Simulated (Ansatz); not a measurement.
**BGeC+ (triplet): one geometry, many settings**

What do other methods and options give for BGeC+ (triplet) at this geometry, and how long do they take?

The runs use Ansatz 0.2.0, Gaussian basis; the settings change from run to run.

26 further runs of the same task are left out: 12 that didn't finish, 14 set aside as unsound or not needed. Runs told in other sessions of the task aren't counted.

### 1 The system

The geometry is a PBE0/def2-TZVP stationary point (not a proven minimum) of the parent state, kept for this charge and spin. No spin-orbit coupling is included. The filled d shell of Ge may be among the frozen orbitals whatever the setting's name suggests.

3 atoms, charge 1, spin multiplicity 3.

Atoms are counted from 1 here; the program's logs count them from 0.

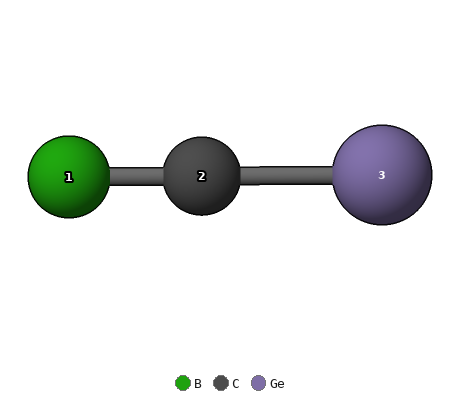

The geometry (boron green, carbon dark grey, germanium purple); atoms are numbered from 1 in the order of the file.

### 2 CCSD(T) on ROHF/cc-pVDZ

in.yaml reads:

```yaml
crystal:
  periodic: [false, false, false]
  atoms:
    - {symbol: B, position_ang: [0.000000, 0.000000, 1.564300]}
    - {symbol: C, position_ang: [0.000000, 0.000000, 0.167100]}
    - {symbol: Ge, position_ang: [0.000000, 0.000000, -1.731400]}
basis:
  gaussian: {orbitals: cc-pVDZ}
total_charge: 1
magnetization: {spin_polarized: false, initial_magnetization: 2}
correlation: {method: ccsd_t, electrons: outside_noble_gas}
scf: {lower_state_search: off}
```

The run is started by

```sh
$ ansatz run in.yaml --threads 1 --pin off --events-out ev --progress --plain --max-ram 2393MiB
```

The log of the run, shortened:

```text
Functional definition: HF
  name "HF"
  cite "Fock, Z. Phys. 61, 126 (1930) doi:10.1007/BF01340294"
  parent pbe
[...]
597 factors; integrals over basis functions are off by at most 7.4e-4 eV
[...]
mean field -58163.23070457 eV, -2137.4593039393 hartree, gradient 5.0e-6 eV, S^2 2.000000; 0 other end points of the search recorded, 0 dependent functions left out
16 core orbitals not correlated: weight in the atoms' cores, before any rotation towards them, 0.999 or more for the frozen orbitals, at most 0.000 for the correlated occupied ones
reference -58163.23070457 eV, -2137.4593039393 hartree; 6, 4 occupied and 33, 35 virtual orbitals, 597 factors
second order -5.30510455 eV of doubles, -0.05241106 eV of singles
cycle   1  -5.82489184 eV  change   -4.7e-1 eV  update   8.7e-2
[...]
cycle  13  -6.17156058 eV  change   -8.0e-6 eV  update   7.9e-6
perturbative correction -0.30995645 eV, -0.0113906895 hartree
Total energy: -58169.71222160 eV, -2137.6974952968 hartree
Checks for a lower state left out: stability, starts, cluster_reference, orbital_swaps, neighbouring_geometries, increment
```

Run time: 0.96 s. Hardware: 1 thread of Arm Neoverse V2, shared host.

From the report: correlation -6.4815 eV; T1 0.029; largest double amplitude 0.06.

### 3 BCCD(T) on ROHF/cc-pVDZ

in.yaml, as its differences from that of step 2:

```diff
@@ -10,3 +10,3 @@
 magnetization: {spin_polarized: false, initial_magnetization: 2}
-correlation: {method: ccsd_t, electrons: outside_noble_gas}
-scf: {lower_state_search: off}
+hamiltonian: {pseudopotentials: {relativity: none}}
+correlation: {method: bccd_t, electrons: valence}
```

The command is unchanged.

The log of the run, shortened:

```text
Functional definition: HF
  name "HF"
  cite "Fock, Z. Phys. 61, 126 (1930) doi:10.1007/BF01340294"
  parent pbe
[...]
597 factors; integrals over basis functions are off by at most 7.4e-4 eV
[...]
mean field -58163.23070457 eV, -2137.4593039391 hartree, gradient 5.0e-6 eV, S^2 2.000000; 11 other end points of the search recorded, 0 dependent functions left out
[...]
determinant -58163.23070457 eV, -2137.4593039391 hartree, with singles and doubles -58169.84473922 eV, -2137.7023652293 hartree
determinant -58161.08085870 eV, -2137.3802985606 hartree, with singles and doubles -58167.67824121 eV, -2137.6227478960 hartree
determinant -58160.27981413 eV, -2137.3508607157 hartree, with singles and doubles -58167.82662450 eV, -2137.6282008813 hartree
determinant -58158.77459823 eV, -2137.2955450517 hartree, with singles and doubles -58166.30481376 eV, -2137.5722753684 hartree
determinant -58158.51257139 eV, -2137.2859157428 hartree, with singles and doubles -58166.14563284 eV, -2137.5664255772 hartree
11 core orbitals not correlated: weight in the atoms' cores, before any rotation towards them, 1.000 or more for the frozen orbitals, at most 0.000 for the correlated occupied ones
reference -58163.23070457 eV, -2137.4593039391 hartree; 11, 9 occupied and 33, 35 virtual orbitals, 597 factors
second order -5.74911173 eV of doubles, -0.05248749 eV of singles
cycle   1  -6.59685704 eV  change    1.7e-2 eV  update   1.1e-2
[...]
cycle  11  -6.59960274 eV  change   -1.3e-6 eV  update   9.6e-6
perturbative correction -0.35718140 eV, -0.0131261744 hartree
Total energy: -58170.18748871 eV, -2137.7149610407 hartree
```

It took 15 s on 1 thread of Arm Neoverse V2, shared host.

From the report: correlation -6.9568 eV; largest double amplitude 0.06.

### 4 CISD/def2-TZVP

in.yaml reads:

```yaml
crystal:
  periodic: [false, false, false]
  atoms:
    - {symbol: B, position_ang: [0.000000, 0.000000, 1.564300]}
    - {symbol: C, position_ang: [0.000000, 0.000000, 0.167100]}
    - {symbol: Ge, position_ang: [0.000000, 0.000000, -1.731400]}
basis:
  gaussian: {orbitals: def2-TZVP}
total_charge: 1
magnetization: {spin_polarized: false, initial_magnetization: 2}
correlation: {active_space: {ras: {orbitals: [4, 2, 88], electrons: 10, max_holes: 2, max_particles: 2}, fixed_orbitals: true}}
```

Same command.

The log of the run, shortened:

```text
Functional definition: HF
  name "HF"
  cite "Fock, Z. Phys. 61, 126 (1930) doi:10.1007/BF01340294"
  parent pbe
[...]
717 factors; integrals over basis functions are off by at most 1.2e-3 eV
[...]
mean field -58164.47565999 eV, -2137.5050552070 hartree, gradient 2.7e-6 eV, S^2 2.000000; 9 other end points of the search recorded, 0 dependent functions left out
reference -58164.47565999 eV, -2137.5050552070 hartree; 22, 20 occupied and 88, 90 virtual orbitals, 717 factors
state -58171.08431213 eV, -2137.7479186936 hartree
Total energy: -58171.08431213 eV, -2137.7479186936 hartree
```

It took 27 s on 1 thread of Arm Neoverse V2, shared host; peak memory 0.46 GiB.

From the report: 284,684 determinants.

### 5 CISD/cc-pVDZ

in.yaml reads:

```yaml
crystal:
  periodic: [false, false, false]
  atoms:
    - {symbol: B, position_ang: [0.000000, 0.000000, 1.564300]}
    - {symbol: C, position_ang: [0.000000, 0.000000, 0.167100]}
    - {symbol: Ge, position_ang: [0.000000, 0.000000, -1.731400]}
basis:
  gaussian: {orbitals: cc-pVDZ}
total_charge: 1
magnetization: {spin_polarized: false, initial_magnetization: 2}
correlation: {active_space: {ras: {orbitals: [9, 2, 33], electrons: 20, max_holes: 2, max_particles: 2}, fixed_orbitals: true}}
```

The command is unchanged.

The log of the run, shortened:

```text
Functional definition: HF
  name "HF"
  cite "Fock, Z. Phys. 61, 126 (1930) doi:10.1007/BF01340294"
  parent pbe
[...]
597 factors; integrals over basis functions are off by at most 7.4e-4 eV
[...]
mean field -58163.23070457 eV, -2137.4593039391 hartree, gradient 5.0e-6 eV, S^2 2.000000; 10 other end points of the search recorded, 0 dependent functions left out
reference -58163.23070457 eV, -2137.4593039391 hartree; 22, 20 occupied and 33, 35 virtual orbitals, 597 factors
state -58169.28525752 eV, -2137.6818046562 hartree
Total energy: -58169.28525752 eV, -2137.6818046562 hartree
```

It took 24 s on 1 thread of Arm Neoverse V2, shared host.

From the report: 189,666 determinants.

### 6 CCSD(T) on ROHF/def2-mTZVP

in.yaml reads:

```yaml
crystal:
  periodic: [false, false, false]
  atoms:
    - {symbol: B, position_ang: [0.000000, 0.000000, 1.564300]}
    - {symbol: C, position_ang: [0.000000, 0.000000, 0.167100]}
    - {symbol: Ge, position_ang: [0.000000, 0.000000, -1.731400]}
basis:
  gaussian: {orbitals: def2-mTZVP}
total_charge: 1
magnetization: {spin_polarized: false, initial_magnetization: 2}
correlation: {method: ccsd_t, electrons: outside_noble_gas}
scf: {lower_state_search: full}
```

Launched as before.

The log of the run, shortened:

```text
Functional definition: HF
  name "HF"
  cite "Fock, Z. Phys. 61, 126 (1930) doi:10.1007/BF01340294"
  parent pbe
[...]
686 factors; integrals over basis functions are off by at most 1.2e-3 eV
[...]
mean field -58164.34176314 eV, -2137.5001345885 hartree, gradient 2.6e-6 eV, S^2 2.000000; 15 other end points of the search recorded, 0 dependent functions left out
[...]
determinant -58164.34176314 eV, -2137.5001345885 hartree, with singles and doubles -58170.66034339 eV, -2137.7323381298 hartree
determinant -58162.25239795 eV, -2137.4233518342 hartree, with singles and doubles -58168.60985895 eV, -2137.6569842167 hartree
determinant -58161.37802641 eV, -2137.3912192724 hartree, with singles and doubles -58168.59947246 eV, -2137.6566025202 hartree
determinant -58159.58426582 eV, -2137.3252997866 hartree, with singles and doubles -58166.93801569 eV, -2137.5955451100 hartree
16 core orbitals not correlated: weight in the atoms' cores, before any rotation towards them, 0.999 or more for the frozen orbitals, at most 0.000 for the correlated occupied ones
reference -58164.34176314 eV, -2137.5001345885 hartree; 6, 4 occupied and 52, 54 virtual orbitals, 686 factors
second order -5.49547443 eV of doubles, -0.04824916 eV of singles
cycle   1  -6.29086553 eV  change   -1.4e-1 eV  update   2.1e-2
[...]
cycle  10  -6.31113964 eV  change    1.0e-6 eV  update   9.2e-6
perturbative correction -0.34662704 eV, -0.0127383087 hartree
Total energy: -58170.99952982 eV, -2137.7448030011 hartree
```

Run time: 21 s. Hardware: 1 thread of Arm Neoverse V2, shared host.

From the report: correlation -6.6578 eV; T1 0.030; largest double amplitude 0.06.

### 7 NEVPT2(4,3)/cc-pVDZ

in.yaml reads:

```yaml
crystal:
  periodic: [false, false, false]
  atoms:
    - {symbol: B, position_ang: [0.000000, 0.000000, 1.564300]}
    - {symbol: C, position_ang: [0.000000, 0.000000, 0.167100]}
    - {symbol: Ge, position_ang: [0.000000, 0.000000, -1.731400]}
basis:
  gaussian: {orbitals: cc-pVDZ}
total_charge: 1
magnetization: {spin_polarized: false, initial_magnetization: 2}
correlation: {method: sc_nevpt2, electrons: outside_noble_gas, active_space: {window: {electrons: 4, orbitals: 3}}}
```

Launched as before.

The log of the run, shortened:

```text
Functional definition: HF
  name "HF"
  cite "Fock, Z. Phys. 61, 126 (1930) doi:10.1007/BF01340294"
  parent pbe
[...]
597 factors; integrals over basis functions are off by at most 7.4e-4 eV
[...]
mean field -58163.23070457 eV, -2137.4593039391 hartree, gradient 5.0e-6 eV, S^2 2.000000; 10 other end points of the search recorded, 0 dependent functions left out
reference -58163.23070457 eV, -2137.4593039391 hartree; 22, 20 occupied and 33, 35 virtual orbitals, 597 factors
state -58163.23070457 eV, -2137.4593039391 hartree
state -58163.23070457 eV, -2137.4593039391 hartree; corrected -58168.36540858 eV, -2137.6480008312 hartree
WARN: 1 active orbitals are nearly empty or full. The corrections depend on them more than the energy does, and are more stable in an active space without them
Total energy: -58168.36540858 eV, -2137.6480008312 hartree
```

It took 9 s on 1 thread of Arm Neoverse V2, shared host.

From the report: 2 determinants; active occupations 2.00, 1.00, 1.00. The report marks this result as in doubt.

### 8 BCCD(T) on UHF/cc-pVDZ

in.yaml reads:

```yaml
crystal:
  periodic: [false, false, false]
  atoms:
    - {symbol: B, position_ang: [0.000000, 0.000000, 1.564300]}
    - {symbol: C, position_ang: [0.000000, 0.000000, 0.167100]}
    - {symbol: Ge, position_ang: [0.000000, 0.000000, -1.731400]}
basis:
  gaussian: {orbitals: cc-pVDZ}
total_charge: 1
magnetization: {spin_polarized: true, initial_magnetization: 2}
correlation: {method: bccd_t, electrons: outside_noble_gas, diis_vectors: 2}
```

Same command.

The log of the run, shortened:

```text
Functional definition: HF
  name "HF"
  cite "Fock, Z. Phys. 61, 126 (1930) doi:10.1007/BF01340294"
  parent pbe
[...]
597 factors; integrals over basis functions are off by at most 7.4e-4 eV
[...]
mean field -58163.34543450 eV, -2137.4635201863 hartree, gradient 2.3e-6 eV, S^2 2.068310; 22 other end points of the search recorded, 0 dependent functions left out
determinant -58163.34543450 eV, -2137.4635201863 hartree, with singles and doubles -58169.40455461 eV, -2137.6861887434 hartree
determinant -58161.23776977 eV, -2137.3860649360 hartree, with singles and doubles -58167.24081310 eV, -2137.6066727094 hartree
determinant -58161.19480615 eV, -2137.3844860521 hartree, with singles and doubles -58166.44772992 eV, -2137.5775274404 hartree
determinant -58161.14940253 eV, -2137.3828175000 hartree, with singles and doubles -58166.39796505 eV, -2137.5756986149 hartree
[...]
determinant -58160.16517401 eV, -2137.3466477690 hartree, with singles and doubles -58166.15682780 eV, -2137.5668369846 hartree
determinant -58160.13440927 eV, -2137.3455171855 hartree, with singles and doubles -58165.49695512 eV, -2137.5425871108 hartree
determinant -58159.99640689 eV, -2137.3404456916 hartree, with singles and doubles -58165.84441079 eV, -2137.5553558712 hartree
16 core orbitals not correlated: weight in the atoms' cores, before any rotation towards them, 0.999 or more for the frozen orbitals, at most 0.000 for the correlated occupied ones
reference -58163.34543450 eV, -2137.4635201863 hartree; 6, 4 occupied and 33, 35 virtual orbitals, 597 factors
second order -5.23262411 eV of doubles, -0.00000000 eV of singles
cycle   1  -6.04145993 eV  change    1.8e-2 eV  update   9.9e-3
[...]
cycle  14  -6.04305785 eV  change    2.9e-6 eV  update   9.6e-6
perturbative correction -0.32661755 eV, -0.0120029737 hartree
Total energy: -58169.71510991 eV, -2137.6976014400 hartree
```

Run time: 19 s. Hardware: 1 thread of Arm Neoverse V2, shared host.

From the report: ⟨S²⟩ of the determinant 2.068 (pure triplet: 2.00); correlation -6.3697 eV; largest double amplitude 0.06.

### 9 CCSD(T)/6-31G

in.yaml reads:

```yaml
crystal:
  periodic: [false, false, false]
  atoms:
    - {symbol: B, position_ang: [0.000000, 0.000000, 1.564300]}
    - {symbol: C, position_ang: [0.000000, 0.000000, 0.167100]}
    - {symbol: Ge, position_ang: [0.000000, 0.000000, -1.731400]}
basis:
  gaussian: {orbitals: 6-31G}
total_charge: 1
magnetization: {spin_polarized: false, initial_magnetization: 2}
hamiltonian: {xc: {name: r2SCAN}}
correlation: {method: ccsd_t, electrons: outside_noble_gas}
output: {forces: true}
```

Launched as before.

The log of the run, shortened:

```text
Functional definition: r2SCAN
  name "r2SCAN"
  cite "Furness, Kaplan, Ning, Perdew & Sun, J. Phys. Chem. Lett. 11, 8208 (2020) doi:10.1021/acs.jpclett.0c02405"
  cite "Furness, Kaplan, Ning, Perdew & Sun, J. Phys. Chem. Lett. 11, 9248 (2020) doi:10.1021/acs.jpclett.0c03077"
  parent r2scan
[...]
503 factors; integrals over basis functions are off by at most 4.6e-4 eV
[...]
mean field -58206.16201879 eV, -2139.0370006368 hartree, gradient 1.4e-6 eV, S^2 2.000000; 6 other end points of the search recorded, 0 dependent functions left out
[...]
16 core orbitals not correlated: weight in the atoms' cores, before any rotation towards them, 0.996 or more for the frozen orbitals, at most 0.001 for the correlated occupied ones
reference -58154.01529158 eV, -2137.1206437582 hartree; 6, 4 occupied and 25, 27 virtual orbitals, 503 factors
second order -3.96077091 eV of doubles, -0.32254827 eV of singles
cycle   1  -4.29090476 eV  change   -1.6e-2 eV  update   9.2e-2
[...]
cycle  17  -4.61785858 eV  change    1.1e-7 eV  update   5.2e-7
perturbative correction -0.25281059 eV, -0.0092906178 hartree
[...]
Total energy: -58158.88596075 eV, -2137.2996375488 hartree
Atom 0 at     0.000000     0.000000     1.564300 Å, force     0.000000    -0.000000     1.904646 eV/Å
Atom 1 at     0.000000     0.000000     0.167100 Å, force    -0.000000     0.000000    -1.580603 eV/Å
Atom 2 at     0.000000     0.000000    -1.731400 Å, force    -0.000000    -0.000000    -0.324043 eV/Å
Dipole moment:    -0.000000    -0.000000     0.395046 e Å
```

Wall time 22 s (1 thread of Arm Neoverse V2, shared host).

From the report: correlation -4.8707 eV; T1 0.028; largest double amplitude 0.07. The orbitals are Kohn-Sham ones, so correlation energy and T1 don't compare with those on Hartree-Fock orbitals.

### 10 CCSDTQ on ROHF/STO-3G

in.yaml reads:

```yaml
crystal:
  periodic: [false, false, false]
  atoms:
    - {symbol: B, position_ang: [0.000000, 0.000000, 1.564300]}
    - {symbol: C, position_ang: [0.000000, 0.000000, 0.167100]}
    - {symbol: Ge, position_ang: [0.000000, 0.000000, -1.731400]}
basis:
  gaussian: {orbitals: STO-3G}
total_charge: 1
magnetization: {spin_polarized: false, initial_magnetization: 2}
hamiltonian: {pseudopotentials: {relativity: none}}
correlation: {method: ccsdtq, electrons: outside_noble_gas}
output: {forces: true}
```

Launched as before.

The log of the run, shortened:

```text
Functional definition: HF
  name "HF"
  cite "Fock, Z. Phys. 61, 126 (1930) doi:10.1007/BF01340294"
  parent pbe
[...]
386 factors; integrals over basis functions are off by at most 3.6e-8 eV
[...]
mean field -57500.96638358 eV, -2113.1215390416 hartree, gradient 2.1e-6 eV, S^2 2.000000; 7 other end points of the search recorded, 0 dependent functions left out
[...]
determinant -57500.96638358 eV, -2113.1215390416 hartree, with singles and doubles -57504.66134979 eV, -2113.2573265454 hartree
determinant -57498.50780303 eV, -2113.0311878731 hartree, with singles and doubles -57501.90901480 eV, -2113.1561800999 hartree
determinant -57497.76631397 eV, -2113.0039386527 hartree, with singles and doubles -57502.92767450 eV, -2113.1936151534 hartree
determinant -57496.46003915 eV, -2112.9559339385 hartree, with singles and doubles -57501.15424103 eV, -2113.1284426756 hartree
16 core orbitals not correlated, not the lowest: weight in the atoms' cores, before any rotation towards them, 0.882 or more for the frozen orbitals, at most 0.094 for the correlated occupied ones
reference -57500.96638358 eV, -2113.1215390416 hartree; 6, 4 occupied and 6, 8 virtual orbitals, 386 factors
second order -2.97864801 eV of doubles, -0.03030988 eV of singles
cycle   1  -3.30531084 eV  change   -2.9e-1 eV  update   1.2e-1
[...]
cycle  27  -3.98549805 eV  change    5.6e-7 eV  update   5.9e-7
[...]
Total energy: -57504.95188162 eV, -2113.2680033933 hartree
Atom 0 at     0.000000     0.000000     1.564300 Å, force    -0.000000     0.000000     0.978455 eV/Å
Atom 1 at     0.000000     0.000000     0.167100 Å, force     0.000000    -0.000000    -3.313318 eV/Å
Atom 2 at     0.000000     0.000000    -1.731400 Å, force    -0.000000     0.000000     2.334862 eV/Å
Dipole moment:     0.000000    -0.000000     0.438501 e Å
```

Run time: 2 min. Hardware: 1 thread of Arm Neoverse V2, shared host; peak memory 1 GiB.

From the report: correlation -3.9855 eV; T1 0.034; largest double amplitude 0.11.

### 11 The runs in one table

Where basis and cores are those of an earlier UCCSDT(Q)/cc-pVDZ run (-58169.7957 eV), and the records show the same count of frozen orbitals and kind of state, the miss against it is given; a blank cell means that this couldn't be shown. † marks a result that the program doubts.

```tsv
level	correlated	functions	energy (eV)	from UCCSDT(Q) (meV)	time
CCSD(T) on ROHF/cc-pVDZ	outside noble gas	55	-58169.7122	83.5	0.96 s
BCCD(T) on ROHF/cc-pVDZ	valence	55	-58170.1875		15 s
CISD/def2-TZVP	outside noble gas	110	-58171.0843		27 s
CISD/cc-pVDZ	valence	55	-58169.2853		24 s
CCSD(T) on ROHF/def2-mTZVP	outside noble gas	74	-58170.9995		21 s
NEVPT2(4,3)/cc-pVDZ †	outside noble gas	55	-58168.3654	1430.3	9 s
BCCD(T) on UHF/cc-pVDZ	outside noble gas	55	-58169.7151	80.6	19 s
CCSD(T)/6-31G (on r2SCAN orbitals)	outside noble gas	47	-58158.8860		22 s
CCSDTQ on ROHF/STO-3G	outside noble gas	28	-57504.9519		2 min
```

### 12 What came out

| quantity | value |
| --- | --- |
| runs | 9 |
| quickest | CCSD(T) on ROHF/cc-pVDZ, 0.96 s |
| slowest | CCSDTQ on ROHF/STO-3G, 2 min |

**Reading.** Total energies in different bases, with other cores or another treatment of relativity can't be set against each other. «valence» and «outside noble gas» are the program's key words; the logs give how many orbitals each freezes, and for Ga to Kr the 3d shell needn't follow the word's plain sense. CCSDTQ on ROHF/STO-3G took 124 times as long as CCSD(T) on ROHF/cc-pVDZ; the jobs differ in more than the method. Among the correlated runs with a miss given, it spans +81 to +1430 meV.
